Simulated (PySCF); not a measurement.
**C₃H₆F₂O: electronic excitations and core binding energies**

Aim: predict the electronic excitations and core binding energies of C₃H₆F₂O (`CO[C@H](F)CF`).

Computed with PySCF 2.14.0, with density-fitted response routines of our own, on a single molecule in the gas phase. Atoms count from 0, in the outputs and in this text.

## (1) Starting geometry

12 atoms, charge 0, multiplicity 1; geometry from: GFN2-xTB.

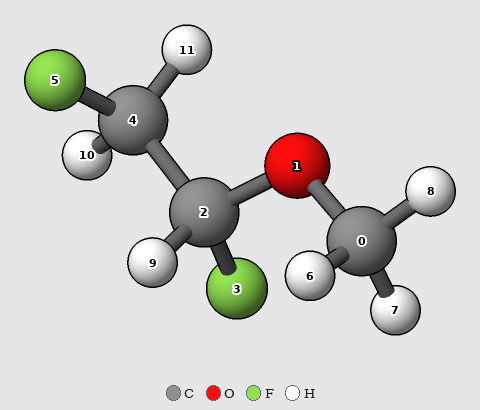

The starting geometry (carbon grey, oxygen red, fluorine green, hydrogen white), atoms numbered.

## (2) TDDFT and polarisability: B3LYP/def2-SVPD

The job: settings as JSON, then the geometry in Å.

```
{"job": {"kind": "uv", "xc": "B3LYP", "basis": "def2-SVPD", "nstates": 8, "ntriplets": 3}, "charge": 0, "multiplicity": 1}
C      1.789283     0.436443     0.478148
O      0.454025     0.707101     0.081929
C     -0.301867    -0.398844    -0.172286
F      0.147999    -1.025697    -1.330855
C     -1.760017     0.004221    -0.391671
F     -2.430427    -0.023132     0.798072
H      1.806102    -0.169748     1.389844
H      2.333755    -0.082629    -0.315009
H      2.246104     1.404339     0.667456
H     -0.223547    -1.168651     0.617241
H     -2.247554    -0.707057    -1.064787
H     -1.812658     1.022969    -0.784108
```

Method: TDDFT B3LYP/def2-SVPD, vertical, gas phase, core orbitals frozen in the response.

Started as:

```bash
$ OMP_NUM_THREADS=1 python probes_run.py task.json out
```

This one command runs all jobs of the session in turn.

**Question.** This job is followed by: delta-SCF UKS SCAN, pcX-2 on the ionised atom, pcseg-1 elsewhere, spin-free X2C. Predict these results of the whole session: lowest singlet (B3LYP/def2-SVPD); brightest single state of those computed; lowest triplet; C1s binding energies, SCAN/pcX-2; F1s binding energies, SCAN/pcX-2; O1s binding energies, SCAN/pcX-2.

**Answer**, as computed:

| quantity | value |
| --- | --- |
| lowest singlet (B3LYP/def2-SVPD) | 7.98 eV (155 nm), f = 0.017 |
| brightest single state of those computed | state 5, 8.83 eV, f = 0.050 |
| lowest triplet | 7.78 eV |
| C1s binding energies, SCAN/pcX-2 | C2 294.77, C4 293.45, C0 292.66 eV |
| F1s binding energies, SCAN/pcX-2 | F5 692.86, F3 692.51 eV |
| O1s binding energies, SCAN/pcX-2 | O1 539.35 eV |

What this shows: The first singlet state (HOMO→LUMO 0.98) lies at 7.98 eV and is weak; of the 8 states computed, the strongest absorption comes from state 5 at 8.83 eV. The lowest triplet lies 0.19 eV below the lowest singlet (triplets in Tamm-Dancoff, singlets in full TDDFT). States above −ε(HOMO) lie where TDDFT describes them poorly and they hang on the basis; the brightest is among them. C2 (sp3 CH bonded to F and O) binds its C1s electron 2.11 eV more tightly than C0 (methyl carbon bonded to O). F5 (fluorine on an sp3 carbon) binds its F1s electron 0.35 eV more tightly than F3 (fluorine on an sp3 carbon).
